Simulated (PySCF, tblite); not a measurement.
# C5H13FSi: geometry, infrared bands and NMR shifts

Wanted: the infrared bands and NMR shifts of C5H13FSi (`CC(C)[C@H](F)C[SiH3]`), by calculation.

Computed with tblite 0.8.0 and PySCF 2.14.0, with density-fitted response routines of our own, on a single molecule in the gas phase. Atoms count from 0, in the outputs and in this text.

**1. Starting geometry**

20 atoms, charge 0, multiplicity 1; geometry from: force field or distance geometry start.

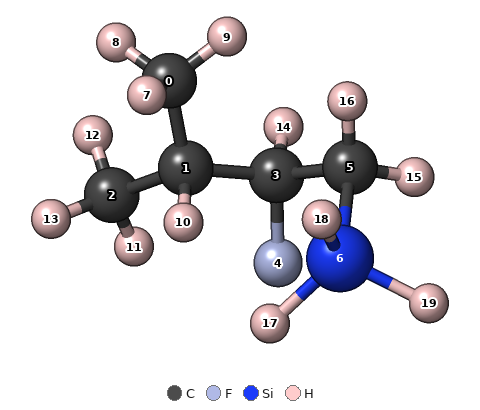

As it starts; carbon dark grey, fluorine light blue, silicon blue, hydrogen pink, atoms numbered; sticks join atoms by distance.

**2. Relaxing the molecule with GFN2-xTB**

The job: settings as JSON, then the geometry in Å.

```
{"job": {"kind": "relax", "xc": "GFN2-xTB", "basis": "xTB"}, "charge": 0, "multiplicity": 1}
C     -1.468600     1.058500    -0.132400
C     -0.707500    -0.107900     0.364700
C     -1.581100    -1.118000     1.111500
C      0.111200    -0.805600    -0.699300
F      0.748700    -1.865200    -0.015900
C      1.164900     0.118600    -1.246000
Si     2.313500     0.667000     0.126300
H     -1.223300     1.934400     0.550900
H     -2.568100     0.856100    -0.118000
H     -1.225100     1.384200    -1.146100
H      0.020800     0.229700     1.148800
H     -1.105800    -2.101300     1.181400
H     -2.528900    -1.248800     0.544700
H     -1.841200    -0.770700     2.127100
H     -0.523100    -1.218600    -1.486300
H      1.767000    -0.475700    -1.976500
H      0.694300     0.984200    -1.724900
H      2.032700    -0.051200     1.386800
H      2.206500     2.139800     0.326000
H      3.707900     0.401200    -0.326100
```

The run is started by

```
$ OMP_NUM_THREADS=1 python probes_run.py task.json out
```

One launch serves the whole session: the jobs run in the order shown.

Log:

```text
step      E/eV     max force
  0    -647.17998    2.448
  1    -647.37299    0.693
  2    -647.42030    0.528
  3    -647.46076    0.511
  4    -647.48761    0.423
  5    -647.50673    0.312
  6    -647.51944    0.260
  7    -647.52895    0.195
  8    -647.53611    0.198
  9    -647.54270    0.197
 10    -647.54913    0.211
 11    -647.55597    0.200
 12    -647.56334    0.207
 13    -647.57048    0.224
 14    -647.57642    0.169
 15    -647.58138    0.176
 16    -647.58648    0.187
 17    -647.59183    0.173
 18    -647.59632    0.157
 19    -647.59979    0.122
 20    -647.60316    0.153
 21    -647.60722    0.183
 22    -647.61151    0.181
 23    -647.61474    0.129
 24    -647.61680    0.102
 25    -647.61844    0.095
 26    -647.62005    0.109
 27    -647.62168    0.106
 28    -647.62347    0.085
 29    -647.62573    0.126
 30    -647.62854    0.136
 31    -647.63136    0.128
 32    -647.63366    0.105
 33    -647.63581    0.110
 34    -647.63825    0.136
 35    -647.64074    0.132
 36    -647.64284    0.096
 37    -647.64438    0.139
 38    -647.64622    0.112
 39    -647.64840    0.112
 40    -647.65136    0.073
 41    -647.65278    0.088
 42    -647.65466    0.103
 43    -647.65699    0.148
 44    -647.65981    0.147
 45    -647.66202    0.133
 46    -647.66383    0.143
 47    -647.66557    0.094
 48    -647.66764    0.080
 49    -647.66955    0.109
 50    -647.67172    0.139
 51    -647.67330    0.111
 52    -647.67516    0.102
 53    -647.67722    0.110
 54    -647.67988    0.154
 55    -647.68322    0.194
 56    -647.68683    0.135
 57    -647.69003    0.177
 58    -647.69315    0.206
 59    -647.69718    0.215
 60    -647.70521    0.225
 61    -647.71123    0.149
 62    -647.71923    0.200
 63    -647.72503    0.265
 64    -647.72968    0.243
 65    -647.73677    0.155
 66    -647.74241    0.136
 67    -647.74518    0.122
 68    -647.74734    0.095
 69    -647.74930    0.083
 70    -647.75192    0.074
 71    -647.75327    0.071
 72    -647.75444    0.087
 73    -647.75557    0.092
 74    -647.75689    0.076
 75    -647.75785    0.074
 76    -647.75838    0.053
 77    -647.75886    0.051
 78    -647.75935    0.050
 79    -647.76007    0.049
 80    -647.76056    0.048
 81    -647.76131    0.063
 82    -647.76220    0.076
 83    -647.76346    0.082
 84    -647.76455    0.060
 85    -647.76519    0.050
 86    -647.76551    0.033
 87    -647.76579    0.038
 88    -647.76609    0.042
 89    -647.76646    0.048
 90    -647.76689    0.051
 91    -647.76734    0.039
 92    -647.76776    0.045
 93    -647.76813    0.036
 94    -647.76853    0.043
 95    -647.76898    0.050
 96    -647.76946    0.044
 97    -647.76993    0.058
 98    -647.77044    0.048
 99    -647.77097    0.059
100    -647.77155    0.068
101    -647.77218    0.056
102    -647.77278    0.042
103    -647.77319    0.046
104    -647.77349    0.047
105    -647.77374    0.037
106    -647.77409    0.037
107    -647.77437    0.033
108    -647.77462    0.027
109    -647.77476    0.019
110    -647.77487    0.021
111    -647.77500    0.022
112    -647.77514    0.019
113    -647.77526    0.019
114    -647.77535    0.021
115    -647.77543    0.024
116    -647.77553    0.031
117    -647.77567    0.032
118    -647.77580    0.024
119    -647.77590    0.022
120    -647.77598    0.024
121    -647.77609    0.025
122    -647.77625    0.027
123    -647.77651    0.035
124    -647.77685    0.044
125    -647.77723    0.048
126    -647.77761    0.046
127    -647.77800    0.041
128    -647.77851    0.038
129    -647.77903    0.035
130    -647.77942    0.041
131    -647.77969    0.047
132    -647.77991    0.034
133    -647.78015    0.029
134    -647.78048    0.028
135    -647.78059    0.022
136    -647.78067    0.019
137    -647.78073    0.019
138    -647.78081    0.018
139    -647.78090    0.025
140    -647.78100    0.025
141    -647.78111    0.024
142    -647.78121    0.017
143    -647.78128    0.017
144    -647.78133    0.014
145    -647.78136    0.010
```

Run time: 1.8 s. Hardware: 1 thread of Arm Neoverse N1, shared host.

The steps of the relaxation: (not every step is listed)

```csv
step,energy from step 0 (eV),largest force (eV/Å)
0,0.0000,2.4480
1,-0.1930,0.6935
2,-0.2403,0.5282
3,-0.2808,0.5108
4,-0.3076,0.4234
5,-0.3267,0.3121
6,-0.3395,0.2601
7,-0.3490,0.1949
8,-0.3561,0.1977
21,-0.4272,0.1832
34,-0.4583,0.1356
47,-0.4856,0.0944
60,-0.5252,0.2245
73,-0.5756,0.0921
86,-0.5855,0.0327
99,-0.5910,0.0594
112,-0.5952,0.0192
125,-0.5973,0.0478
138,-0.6008,0.0181
140,-0.6010,0.0247
141,-0.6011,0.0242
142,-0.6012,0.0175
143,-0.6013,0.0172
144,-0.6014,0.0136
145,-0.6014,0.0100
```

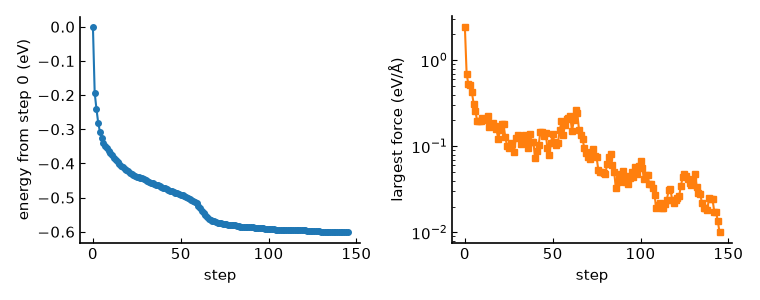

Energy and largest force along the relaxation.

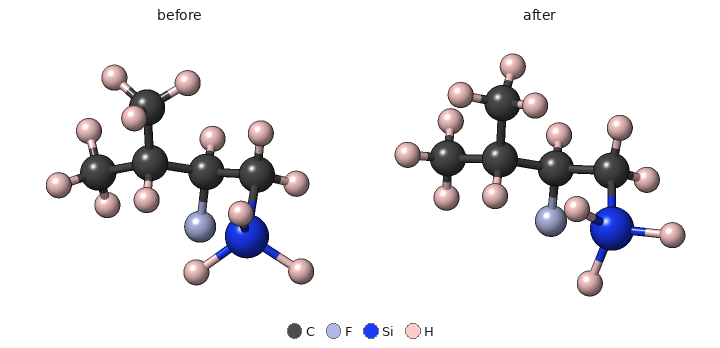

Before and after, at one scale.

Close pairs (by a distance rule), those that changed most:

```csv
bond,before (Å),after (Å),change (Å)
C0–H7,1.138,1.087,-0.050
C0–C1,1.479,1.525,+0.046
C5–Si6,1.872,1.908,+0.036
C0–H8,1.118,1.089,-0.030
C1–H10,1.122,1.095,-0.027
C5–H15,1.118,1.092,-0.026
Si6–H19,1.490,1.464,-0.025
C2–H12,1.112,1.089,-0.023
```

The end geometry stands in the next job.

**3. Vibrational analysis with GFN2-xTB**

The job: settings as JSON, then the geometry in Å.

```
{"job": {"kind": "ir", "xc": "GFN2-xTB", "basis": "xTB"}, "charge": 0, "multiplicity": 1}
C     -1.384195     1.135549    -0.063579
C     -0.718240    -0.106671     0.519451
C     -1.769203    -1.040480     1.119803
C      0.089068    -0.853861    -0.546131
F      0.691711    -1.950499     0.059826
C      1.182637    -0.045252    -1.228245
Si     2.471104     0.707299    -0.039590
H     -2.041220     1.582802     0.678468
H     -1.982614     0.872842    -0.934086
H     -0.649121     1.880066    -0.356948
H     -0.024041     0.193692     1.311843
H     -1.298980    -1.937736     1.514188
H     -2.492944    -1.335008     0.361745
H     -2.299945    -0.543400     1.928192
H     -0.596860    -1.284259    -1.292050
H      1.697443    -0.721195    -1.914415
H      0.718523     0.724317    -1.843319
H      2.889510    -0.282055     0.947731
H      1.900679     1.882662     0.628352
H      3.611539     1.131863    -0.854273
```

Log:

```text
mode    cm-1     km/mol
  1      70.8      0.12
  2      81.6      0.75
  3     129.2      0.84
  4     157.2      3.04
  5     198.2      0.41
  6     222.4      0.24
  7     251.3      1.83
  8     338.5      1.52
  9     369.8      1.98
 10     390.8      3.33
 11     446.3     10.16
 12     510.4     30.52
 13     519.5     30.88
 14     624.1     23.04
 15     706.8     13.88
 16     771.7     56.96
 17     782.0    234.21
 18     793.0    194.16
 19     805.5    296.38
 20     869.7     35.38
 21     944.1     40.52
 22     952.6      1.82
 23     981.2     66.57
 24     989.4     18.23
 25    1069.7     12.36
 26    1122.8     16.40
 27    1159.0      0.33
 28    1174.1     21.56
 29    1196.2      6.11
 30    1242.5     23.70
 31    1280.0     16.25
 32    1309.2      2.18
 33    1317.2      0.27
 34    1349.8      2.21
 35    1408.4      3.91
 36    1421.8      4.38
 37    1468.2      1.78
 38    1494.9      1.43
 39    1499.6      2.15
 40    1504.3      2.34
 41    1512.7      4.09
 42    2233.5    322.03
 43    2261.4    324.47
 44    2310.5    248.01
 45    2867.2     57.16
 46    2938.8     51.83
 47    2974.9     36.98
 48    3006.0     21.48
 49    3022.7      1.87
 50    3027.4     76.19
 51    3034.9      4.87
 52    3040.5     69.80
 53    3047.7     20.11
 54    3049.1     25.58
```

It took 1.2 s on 1 thread of Arm Neoverse N1, shared host.

Which atoms move in the most intense modes:

```csv
cm⁻¹,km/mol,atoms
782,234.2,"H18 50 %, H17 39 %"
793,194.2,"C5 20 %, H19 18 %, H16 17 %, H17 17 %"
806,296.4,"H18 43 %, H19 40 %"
2234,322.0,H18 96 %
2261,324.5,H19 96 %
2310,248.0,H17 97 %
3027,76.2,"H8 53 %, H12 34 %"
3040,69.8,"H7 41 %, H13 36 %, H9 11 %"
```

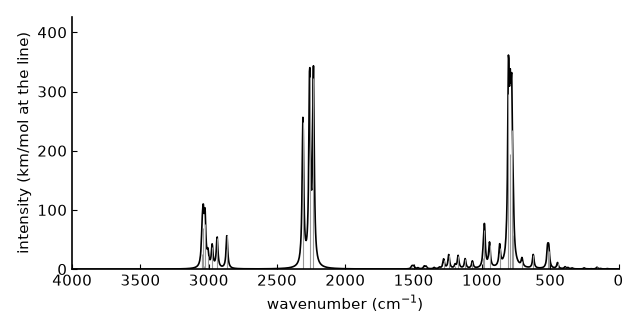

The infrared spectrum from these modes, unscaled. Lines are broadened to a width of 14 cm⁻¹ (Lorentzian).

**4. Shielding tensors: PBE0/pcSseg-1**

Settings changed since step 3:

```diff
@@ -1,2 +1,2 @@
-{"job": {"kind": "ir", "xc": "GFN2-xTB", "basis": "xTB"}, "charge": 0, "multiplicity": 1}
+{"job": {"kind": "nmr", "xc": "PBE0", "basis": "pcSseg-1"}, "charge": 0, "multiplicity": 1}
 C     -1.384195     1.135549    -0.063579
```

Level: GIAO PBE0/pcSseg-1 NMR shielding, non-relativistic, gas phase.

Log:

```text
coarse grid: 16200 points
cycle   1  E = -587.0679592105  dE =  4.128e-01  |g| = 5.706e-01  |ddm| = 3.704e+00
cycle   2  E = -587.0426623220  dE =  2.530e-02  |g| = 7.181e-01  |ddm| = 9.666e-01
cycle   3  E = -587.1347061718  dE = -9.204e-02  |g| = 6.791e-02  |ddm| = 5.504e-01
cycle   4  E = -587.1353153882  dE = -6.092e-04  |g| = 3.236e-02  |ddm| = 6.511e-02
cycle   5  E = -587.1355342421  dE = -2.189e-04  |g| = 4.262e-03  |ddm| = 3.094e-02
cycle   6  E = -587.1355379037  dE = -3.662e-06  |g| = 1.466e-03  |ddm| = 5.159e-03
final grid: 149408 points
cycle   7  E = -587.1846813473  dE = -5.016e-05  |g| = 9.417e-03  |ddm| = 3.084e-02
cycle   8  E = -587.1846676391  dE =  1.371e-05  |g| = 1.238e-02  |ddm| = 1.864e-02
cycle   9  E = -587.1847033651  dE = -3.573e-05  |g| = 1.247e-03  |ddm| = 1.057e-02
cycle  10  E = -587.1847036004  dE = -2.353e-07  |g| = 2.822e-04  |ddm| = 1.111e-03
cycle  11  E = -587.1847036129  dE = -1.244e-08  |g| = 4.801e-05  |ddm| = 2.238e-04
cycle  12  E = -587.1847036133  dE = -4.454e-10  |g| = 1.810e-05  |ddm| = 5.862e-05
converged SCF energy = -587.1847036133

GIAO shielding tensors (ppm)
atom      isotropic    diamagn.    paramagn.     s11        s22        s33       span
  0 C      167.338     249.831     -82.493    152.283    163.524    186.207     33.925
  1 C      149.776     249.254     -99.477    140.412    147.609    161.307     20.895
  2 C      165.316     246.732     -81.417    151.032    157.555    187.360     36.328
  3 C       87.012     245.663    -158.650     52.991     75.796    132.250     79.259
  4 F      373.137     476.638    -103.502    361.927    369.809    387.674     25.746
  5 C      171.049     252.458     -81.409    156.079    166.059    191.010     34.931
  6 Si     433.075     879.649    -446.574    416.793    420.225    462.205     45.412
  7 H       30.774      30.931      -0.157     26.275     28.435     37.613     11.338
  8 H       31.245      31.844      -0.599     28.064     28.708     36.965      8.901
  9 H       30.659      32.434      -1.776     25.309     30.494     36.173     10.864
 10 H       30.140      34.413      -4.273     26.564     29.760     34.097      7.533
 11 H       29.843      30.152      -0.309     24.318     29.124     36.087     11.770
 12 H       31.114      30.467       0.647     27.632     28.639     37.070      9.438
 13 H       30.764      29.778       0.985     26.383     28.221     37.688     11.305
 14 H       27.219      32.759      -5.540     25.762     26.721     29.175      3.412
 15 H       30.215      30.348      -0.133     25.269     28.332     37.045     11.776
 16 H       30.650      32.164      -1.514     26.027     29.854     36.068     10.041
 17 H       27.695      29.365      -1.670     23.800     26.829     32.456      8.656
 18 H       27.779      29.705      -1.927     23.747     27.417     32.172      8.425
 19 H       28.013      28.521      -0.508     24.503     25.433     34.105      9.602
```

It took 71 s on 1 thread of Arm Neoverse N1, shared host; peak memory 0.85 GiB.

Shifts follow as δ = σ(reference) − σ, with reference shieldings (ppm) from runs at the same level and on the same kind of geometry: ¹H TMS 31.72, ¹³C TMS 186.9, ²⁹Si TMS 349.2, ¹⁹F CFCl3 170.9. The references are single molecules in the gas phase, so shifts against H2O, NH3, PH3, H3PO4 or CFCl3 are not on the usual liquid scales and can be off by tens of ppm. Atoms listed in one row are averaged.

```csv
atoms,environment,σ (ppm),δ (ppm),δ scaled to CDCl3
C3,sp3 CH bonded to F,87.0,99.9,95.6
C1,sp3 CH,149.8,37.1,34.3
C2,methyl carbon,165.3,21.6,19.2
C0,methyl carbon,167.3,19.6,17.2
C5,sp3 CH2 bonded to Si,171.0,15.9,13.6
H14,hydrogen on an sp3 CH bonded to F,27.22,4.50,4.35
"H17, H18, H19",hydrogen on a silicon bonded to C,27.83,3.89,–
H10,hydrogen on an sp3 CH,30.14,1.58,1.59
H15,hydrogen on an sp3 CH2 bonded to Si,30.22,1.50,1.52
"H11, H12, H13",hydrogen on a methyl carbon,30.57,1.14,1.18
H16,hydrogen on an sp3 CH2 bonded to Si,30.65,1.07,1.11
"H7, H8, H9",hydrogen on a methyl carbon,30.89,0.82,0.88
F4,fluorine on an sp3 carbon,373.1,-202.2,–
Si6,"silicon bonded to C, 3 H",433.1,-83.9,–
```

The scaled column applies a straight-line fit of computed shieldings to shifts measured in CDCl3, and one for carbons that bear F (root-mean-square error 0.16 ppm for H, 1.9 ppm for C).

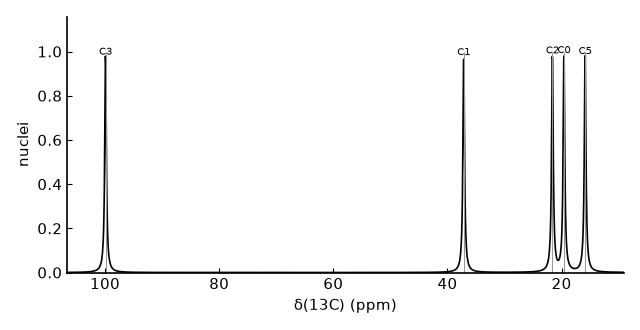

¹³C lines at the computed shifts, without couplings. Lines are broadened to a width of 0.34 ppm (Lorentzian).

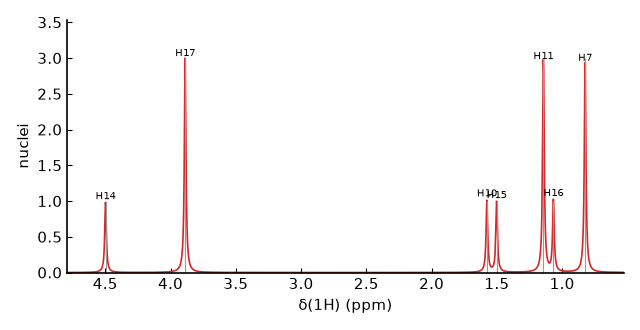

¹H lines at the computed shifts, without couplings. Lines are broadened to a width of 0.01 ppm (Lorentzian).

Charges from the same density, by scheme (e):

```csv
atoms,Mulliken,IAO,Hirshfeld,ESP fit
C0,-0.22,-0.42,-0.12,-0.57
C1,-0.42,-0.11,-0.03,0.44
C2,-0.21,-0.42,-0.12,-0.55
C3,0.21,0.19,0.07,0.22
F4,-0.34,-0.34,-0.11,-0.27
C5,-0.50,-0.55,-0.17,-0.40
Si6,0.47,0.59,0.31,0.44
```

Mulliken charges:

C0 -0.22; C1 -0.42; C2 -0.21; C3 0.21; F4 -0.34; C5 -0.50; Si6 0.47; H7 0.12; H8 0.11; H9 0.12; H10 0.14; H11 0.13; H12 0.10; H13 0.11; H14 0.10; H15 0.15; H16 0.15; H17 -0.05; H18 -0.08; H19 -0.08

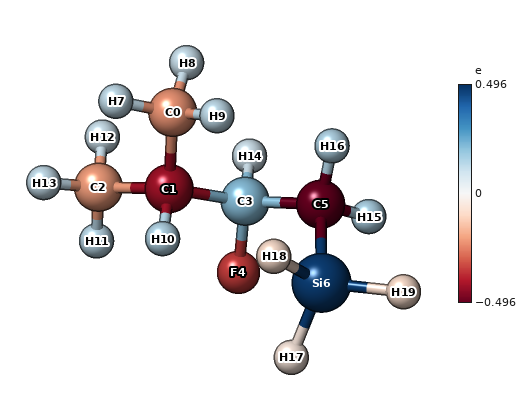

Mulliken charges, as colours on the atoms.

Mayer bond orders: C0–C1 1.02, C1–C2 1.04, C1–C3 0.97, C3–F4 0.85, C3–C5 1.04, C5–Si6 0.89.

Orbitals, density, ELF and potential are computed afterwards from the orbital file.

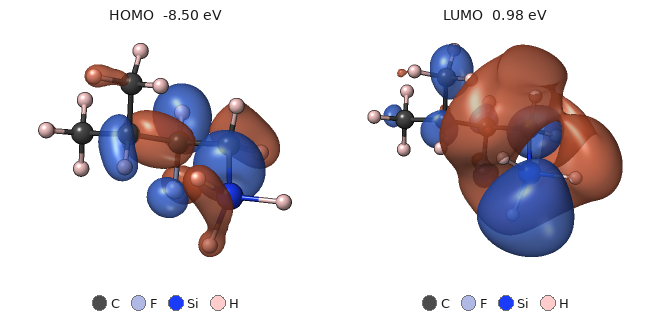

PBE0/pcSseg-1 orbitals near the gap, drawn at the value that encloses 70 % of each; the two colours are the two signs.

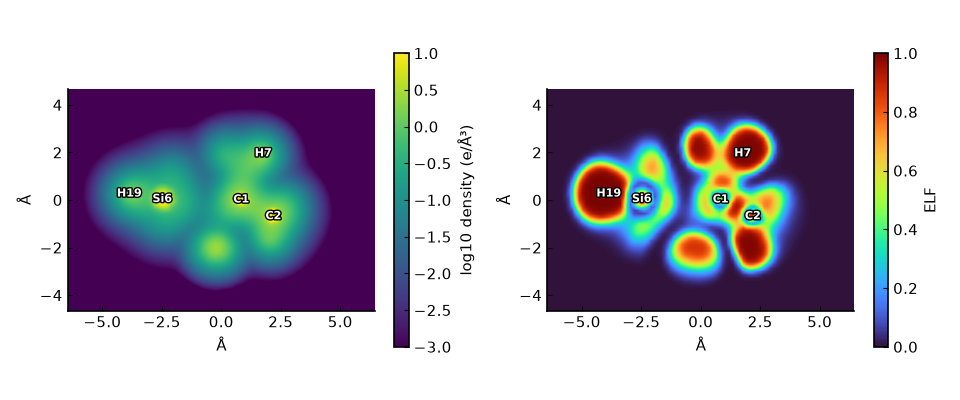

Density (left) and ELF (right) in a plane through or near 5 of the atoms.

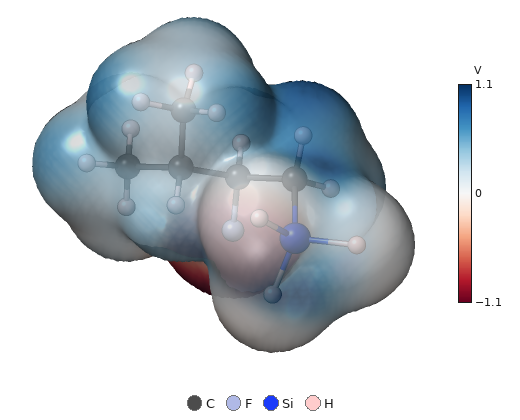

Electrostatic potential on the surface of density 0.002 e/bohr³; red is low, blue high. It runs from -1.10 V near F4 to 0.87 V near H16.

**5. Summary of results**

| quantity | value |
| --- | --- |
| strongest single infrared mode (GFN2-xTB) | 2261 cm⁻¹, 324 km/mol |
| zero-point energy (GFN2-xTB) | 103.3 kcal/mol |
| ¹³C shifts against TMS (PBE0/pcSseg-1) | 99.9, 37.1, 21.6, 19.6, 15.9 ppm |
| ¹H shifts against TMS (PBE0/pcSseg-1, means over atoms taken as alike) | 4.50, 3.89, 1.58, 1.50, 1.14, 1.07, 0.82 ppm |
| ¹⁹F shifts against CFCl3 (PBE0/pcSseg-1) | -202.2 ppm |
| ²⁹Si shifts against TMS (PBE0/pcSseg-1) | -83.9 ppm |
| surface potential, least and greatest | -1.10 V and 0.87 V |

In words: Relaxing lowered the energy by 0.601 eV in 145 steps; the close pair that moved most is C0–H7, from 1.138 to 1.087 Å. All 54 modes are real, so the xTB geometry is a minimum. The strongest single mode, at 2261 cm⁻¹, moves mainly H19. GFN2-xTB is a fitted tight-binding method: band positions and strengths are rough. Its intensities can rank the bands wrongly. C3 (sp3 CH bonded to F) lies farthest downfield among carbon, at 99.9 ppm; deshielded by the electronegative neighbour. H14 (hydrogen on an sp3 CH bonded to F) lies farthest downfield among hydrogen, at 4.50 ppm; its carbon carries F, an electronegative neighbour. At PBE0/pcSseg-1: Shielding is most anisotropic at C3 (span 79 ppm, paramagnetic term -159 ppm).
